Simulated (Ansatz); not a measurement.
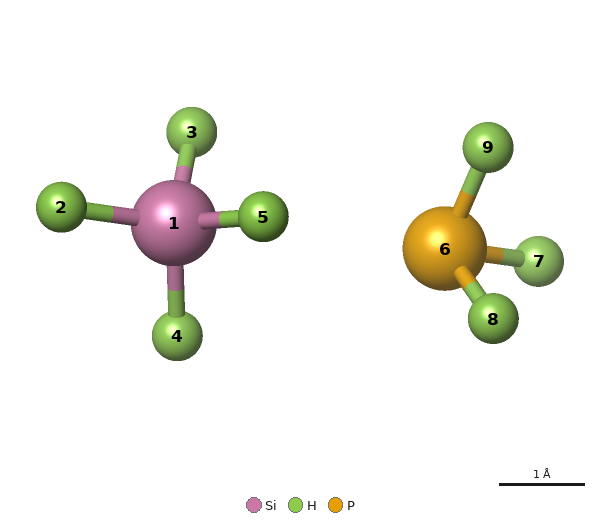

The picture comes from a calculation with Ansatz.

Numbered structure. Geometry: a pair of rigid molecules at a changed separation.

List the bonds and their lengths.

```
  bond  length (Å)   order
Si1–H2       1.487  single
Si1–H3       1.484  single
Si1–H4       1.483  single
Si1–H5       1.486  single
 P6–H7       1.420  single
 P6–H8       1.419  single
 P6–H9       1.419  single
```
